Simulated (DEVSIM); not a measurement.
Device: Co/SiON/n-Ge capacitor, at 300 K.

| layer (left to right) | material | thickness (nm) | Nd (cm⁻³) |
|---|---|---|---|
| 1 | SiON | 7.10 | - |
| 2 | Ge | 900 | 4.4e17 |

Metal gate on the left, work function 5 eV. Fixed charge at the semiconductor interface 0 cm⁻² (in units of +e); interface traps 2e10 cm⁻² eV⁻¹, uniform in energy, neutral level at 0.7 of the gap above the valence band.

Constants are typed, rounded textbook-type inputs, not results; the design itself was drawn at random and stands for no fabricated device. Values at 300 K.

```tsv
parameter	SiON	Ge
gap (eV)	7	0.664
affinity (eV)	1.4	4
permittivity	5.5	16
Nc (cm⁻³)	-	1.04e19
Nv (cm⁻³)	-	6e18
```

Model (solved in DEVSIM): 1D Poisson equation in equilibrium, Boltzmann statistics, complete ionisation; no quantum confinement or tunnelling. Metal contacts follow the ideal Schottky-Mott rule: no Fermi-level pinning, no interface dipoles.

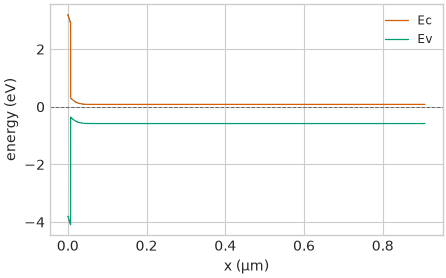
Fig. 1. Band edges at 0.4 V on the gate

Energies count from the Fermi level of the right contact; mesh points crowd at the junctions.

```json
[
 {"x (μm)": "0.000", "Ec (eV)": "3.200", "Ev (eV)": "-3.800", "n (cm⁻³)": "< 1e2", "p (cm⁻³)": "< 1e2", "field (V/cm)": "-410000"},
 {"x (μm)": "0.0009997", "Ec (eV)": "3.159", "Ev (eV)": "-3.841", "n (cm⁻³)": "< 1e2", "p (cm⁻³)": "< 1e2", "field (V/cm)": "-410000"},
 {"x (μm)": "0.002473", "Ec (eV)": "3.098", "Ev (eV)": "-3.902", "n (cm⁻³)": "< 1e2", "p (cm⁻³)": "< 1e2", "field (V/cm)": "-410000"},
 {"x (μm)": "0.004525", "Ec (eV)": "3.014", "Ev (eV)": "-3.986", "n (cm⁻³)": "< 1e2", "p (cm⁻³)": "< 1e2", "field (V/cm)": "-410000"},
 {"x (μm)": "0.006500", "Ec (eV)": "2.933", "Ev (eV)": "-4.067", "n (cm⁻³)": "< 1e2", "p (cm⁻³)": "< 1e2", "field (V/cm)": "-410000"},
 {"x (μm)": "0.007314", "Ec (eV)": "0.305", "Ev (eV)": "-0.359", "n (cm⁻³)": "7.9e13", "p (cm⁻³)": "5.6e12", "field (V/cm)": "-140000"},
 {"x (μm)": "0.008645", "Ec (eV)": "0.287", "Ev (eV)": "-0.377", "n (cm⁻³)": "1.6e14", "p (cm⁻³)": "2.7e12", "field (V/cm)": "-130000"},
 {"x (μm)": "0.01246", "Ec (eV)": "0.239", "Ev (eV)": "-0.425", "n (cm⁻³)": "9.9e14", "p (cm⁻³)": "4.4e11", "field (V/cm)": "-110000"},
 {"x (μm)": "0.01877", "Ec (eV)": "0.177", "Ev (eV)": "-0.487", "n (cm⁻³)": "1.1e16", "p (cm⁻³)": "3.9e10", "field (V/cm)": "-83000"},
 {"x (μm)": "0.03117", "Ec (eV)": "0.108", "Ev (eV)": "-0.556", "n (cm⁻³)": "1.6e17", "p (cm⁻³)": "2.7e9", "field (V/cm)": "-31000"},
 {"x (μm)": "0.05555", "Ec (eV)": "0.083", "Ev (eV)": "-0.581", "n (cm⁻³)": "4.2e17", "p (cm⁻³)": "1.0e9", "field (V/cm)": "-1500"},
 {"x (μm)": "0.1255", "Ec (eV)": "0.082", "Ev (eV)": "-0.582", "n (cm⁻³)": "4.4e17", "p (cm⁻³)": "9.9e8", "field (V/cm)": "≈ 0"},
 {"x (μm)": "0.2410", "Ec (eV)": "0.082", "Ev (eV)": "-0.582", "n (cm⁻³)": "4.4e17", "p (cm⁻³)": "9.9e8", "field (V/cm)": "≈ 0"},
 {"x (μm)": "0.4527", "Ec (eV)": "0.082", "Ev (eV)": "-0.582", "n (cm⁻³)": "4.4e17", "p (cm⁻³)": "9.9e8", "field (V/cm)": "≈ 0"},
 {"x (μm)": "0.7210", "Ec (eV)": "0.082", "Ev (eV)": "-0.582", "n (cm⁻³)": "4.4e17", "p (cm⁻³)": "9.9e8", "field (V/cm)": "≈ 0"},
 {"x (μm)": "0.8097", "Ec (eV)": "0.082", "Ev (eV)": "-0.582", "n (cm⁻³)": "4.4e17", "p (cm⁻³)": "9.9e8", "field (V/cm)": "≈ 0"},
 {"x (μm)": "0.8582", "Ec (eV)": "0.082", "Ev (eV)": "-0.582", "n (cm⁻³)": "4.4e17", "p (cm⁻³)": "9.9e8", "field (V/cm)": "≈ 0"},
 {"x (μm)": "0.8828", "Ec (eV)": "0.082", "Ev (eV)": "-0.582", "n (cm⁻³)": "4.4e17", "p (cm⁻³)": "9.9e8", "field (V/cm)": "≈ 0"},
 {"x (μm)": "0.8977", "Ec (eV)": "0.082", "Ev (eV)": "-0.582", "n (cm⁻³)": "4.4e17", "p (cm⁻³)": "9.9e8", "field (V/cm)": "≈ 0"},
 {"x (μm)": "0.9029", "Ec (eV)": "0.082", "Ev (eV)": "-0.582", "n (cm⁻³)": "4.4e17", "p (cm⁻³)": "9.9e8", "field (V/cm)": "≈ 0"},
 {"x (μm)": "0.9055", "Ec (eV)": "0.082", "Ev (eV)": "-0.582", "n (cm⁻³)": "4.4e17", "p (cm⁻³)": "9.9e8", "field (V/cm)": "≈ 0"},
 {"x (μm)": "0.9071", "Ec (eV)": "0.082", "Ev (eV)": "-0.582", "n (cm⁻³)": "4.4e17", "p (cm⁻³)": "9.9e8", "field (V/cm)": "≈ 0"}
]
```
